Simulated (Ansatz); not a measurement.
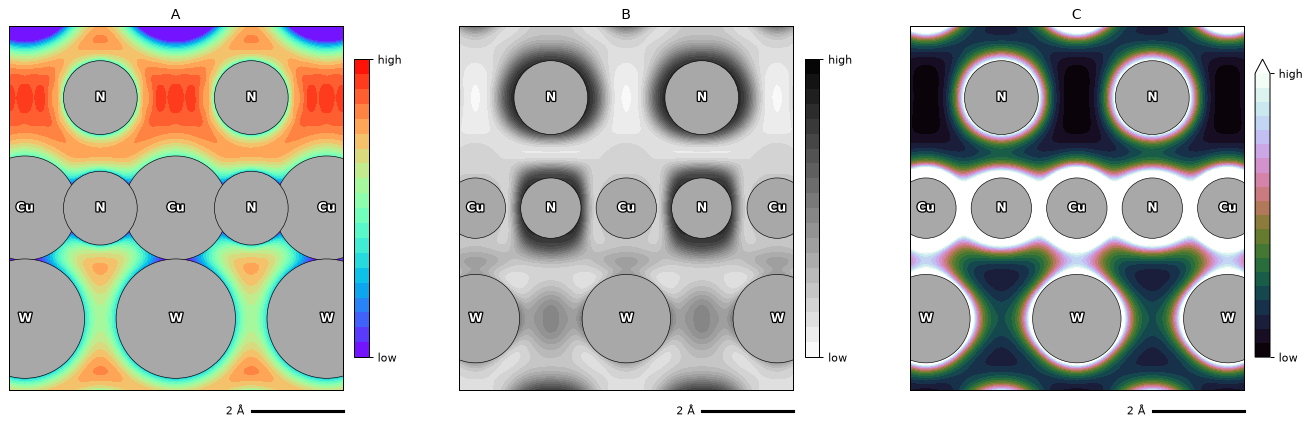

CuWN2: 3 fields on the (110) plane of the conventional cell, with unlabelled colour scales. Grey discs cover the atomic cores.

Space group P-6m2; a structure generated by program, which may or may not match a known phase; computed without spin polarisation.

Computed with DFT PBE, scalar-relativistic, plane waves, PAW in Ansatz.

Which field does each panel show? The fields are: electron localisation function, electrostatic potential energy of an electron and valence pseudo-density.

Panel A: electrostatic potential energy of an electron (low next to the atoms, rising into the space between them). Panel B: electron localisation function. Panel C: valence pseudo-density.
